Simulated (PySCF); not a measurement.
**C$_{5}$H$_{7}$FOS: density, localisation and related maps**

Input

```
{"job": {"kind": "nmr", "xc": "PBE0", "basis": "pcSseg-1"}, "charge": 0, "multiplicity": 1}
O      1.301622     1.912790    -1.184619
S      1.066856     1.640388     0.236917
C      1.638101    -0.059329     0.523676
C      0.928492    -1.159784     0.354570
C     -0.494850    -1.235670    -0.089217
C     -1.026061     0.076850    -0.658503
C     -0.764084     1.222982     0.293182
F     -1.105069     0.925239     1.586201
H      2.664632    -0.087185     0.852042
H      1.385592    -2.119487     0.568970
H     -1.099898    -1.532256     0.774943
H     -0.594398    -2.025842    -0.836875
H     -2.094454    -0.013919    -0.864643
H     -0.512938     0.326232    -1.591195
H     -1.297956     2.136980     0.012639
```

Run with:

```sh
OMP_NUM_THREADS=1 python probes_run.py task.json out
```

Geometry: GFN2-xTB.

Theory: PBE0/pcSseg-1, SCF density, gas phase, non-relativistic (PySCF).

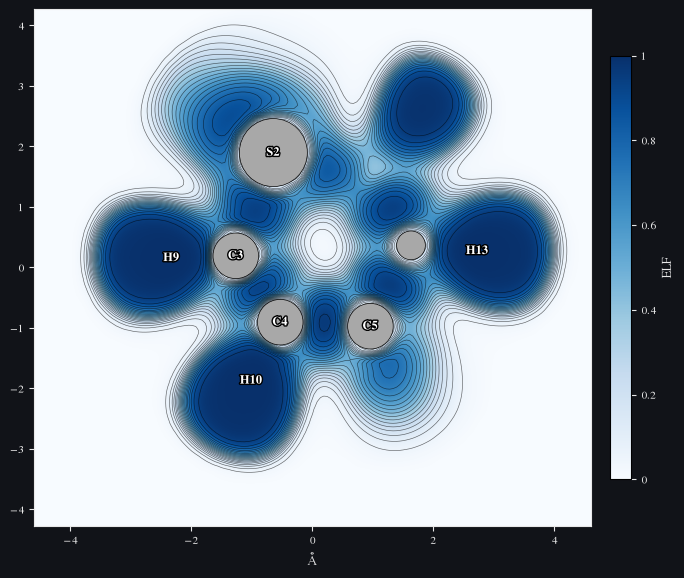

Figure 1. Electron localisation function on the plane of atoms S2, C3 and H9. Grey discs cover the atomic cores.

### What does the map show?

- The section cuts through S, C and H sites.
- C–C (1.32 Å): the ELF peaks at about 0.90 between the atoms: a multiple bond.
- C–S (1.82 Å): the ELF peaks at about 0.95 between the atoms (a covalent bond).
- C–H (1.08 Å): the ELF climbs to about 1 towards the hydrogen, as it does in any bond to H: an ordinary covalent bond to hydrogen.
- C–C (1.49 Å): the ELF peaks at about 0.95 between the atoms, as expected for a shared electron pair.
- The ELF also peaks beside S2, away from the bonds: lone-pair regions.

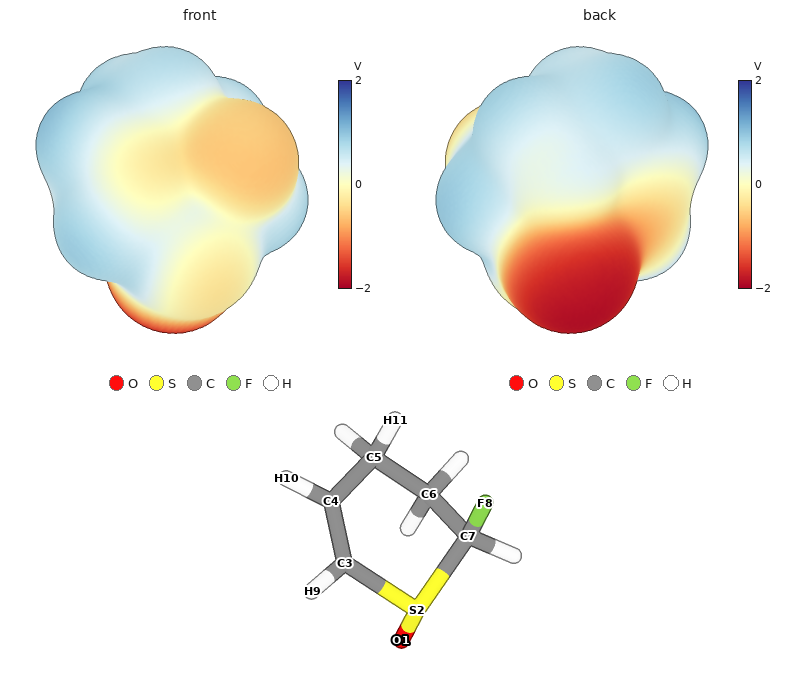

Figure 2. The molecular electrostatic potential painted on the density surface at 0.001 e/bohr³, seen from the front and from behind; the colour scale runs from red (negative) to blue (positive). The bare structure is drawn below in the same view.

### Which sites attract a positive test charge, and which a negative one?

A positive charge is drawn to the negative regions and a negative charge to the positive ones. The most negative region (about −1.9 V) lies over O1, the most positive (about +0.9 V) over H10 and H15. O1 is the likeliest acceptor of a hydrogen bond.

### How polar is the molecule by this calculation?

Its dipole moment is 3.11 D.
